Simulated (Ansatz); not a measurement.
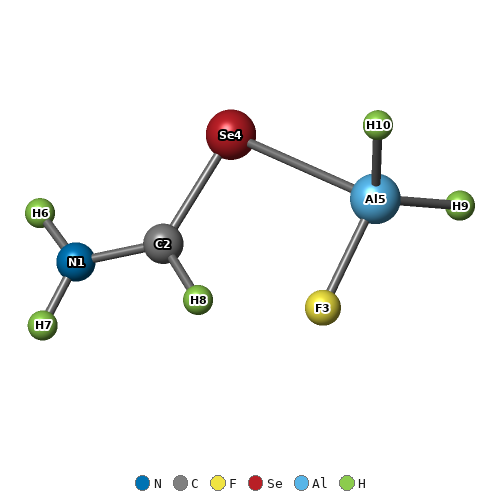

The system is CH₅AlFNSe; the picture shows the reference structure. First axis: dihedral N1–C2–Se4–Al5. Second axis: dihedral H6–N1–C2–Se4. Nothing is relaxed (all other coordinates rigid). The scan uses an 18 × 18 grid. Points are written as (first, second). All energies are given in kJ/mol relative to the lowest grid point. Energies and slopes of some neighbouring points disagree (a jump in structure or state, or too coarse a mesh). All numbers below come from Ansatz, RKS PBE-D4/def2-SVP.

Its coordinates:

```yaml
atoms:
  - { symbol: N, position_ang: [-1.8188, 0.9042, 1.1205] }
  - { symbol: C, position_ang: [-0.7658, 0.3913, 0.4900] }
  - { symbol: F, position_ang: [0.2442, -0.9787, -1.7841] }
  - { symbol: Se, position_ang: [0.9438, 0.4139, 1.0980] }
  - { symbol: Al, position_ang: [1.7972, -0.8639, -1.0329] }
  - { symbol: H, position_ang: [-1.7223, 1.3639, 2.0304] }
  - { symbol: H, position_ang: [-2.7526, 0.8504, 0.7080] }
  - { symbol: H, position_ang: [-0.9436, -0.0936, -0.4928] }
  - { symbol: H, position_ang: [2.7744, 0.2088, -1.7167] }
  - { symbol: H, position_ang: [2.3267, -2.2475, -0.4176] }
```

Range: dihedral N1–C2–Se4–Al5 from −180 to 160°; dihedral H6–N1–C2–Se4 from −180 to 160°.

What landscape does the calculation give?

The lowest grid point is at (−180°, 0°). Other grid points that lie below all their neighbours: (−180°, −180°) (0.04 kJ/mol higher); (40°, 0°) (33 kJ/mol higher); (40°, −180°) (33 kJ/mol higher). The highest grid point, (0°, −80°), lies 256 kJ/mol above the lowest. At the lowest point F3···H8 is 1.97 Å, a hydrogen-bond distance.

| dihedral H6–N1–C2–Se4 ↓, dihedral N1–C2–Se4–Al5 → | −180 | −140 | −100 | −60 | −20 | 20 | 60 | 100 | 140 |
| --- | --- | --- | --- | --- | --- | --- | --- | --- | --- |
| 160 | 12 | 36 | 59 | 47 | 86 | 109 | 45 | 58 | 31 |
| 120 | 95 | 125 | 153 | 126 | 157 | 189 | 119 | 149 | 115 |
| 80 | 142 | 166 | 205 | 172 | 236 | 212 | 173 | 208 | 172 |
| 40 | 46 | 65 | 95 | 73 | 149 | 111 | 80 | 98 | 73 |
| 0 | 0 | 21 | 45 | 35 | 82 | 80 | 36 | 45 | 21 |
| −40 | 46 | 73 | 98 | 80 | 112 | 147 | 74 | 95 | 65 |
| −80 | 142 | 172 | 208 | 173 | 213 | 234 | 172 | 205 | 166 |
| −120 | 95 | 115 | 149 | 119 | 190 | 156 | 126 | 153 | 125 |
| −160 | 12 | 32 | 58 | 45 | 112 | 85 | 47 | 59 | 36 |

The table holds every second grid line.

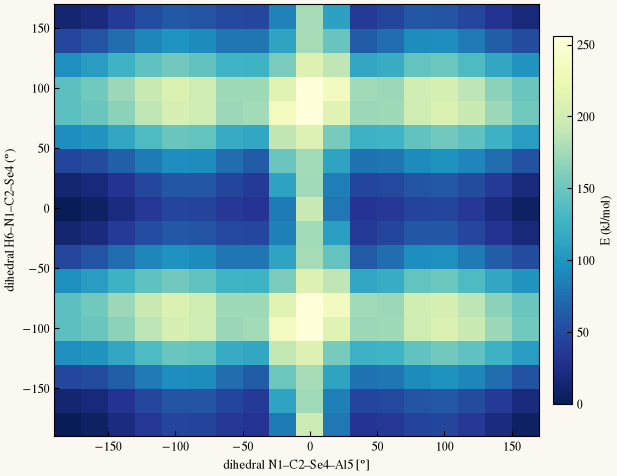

Drawn: one coloured cell a grid point.

Time for the 324 points that were run: 28 min on 1 thread of Arm Neoverse V1, with other jobs on the host.
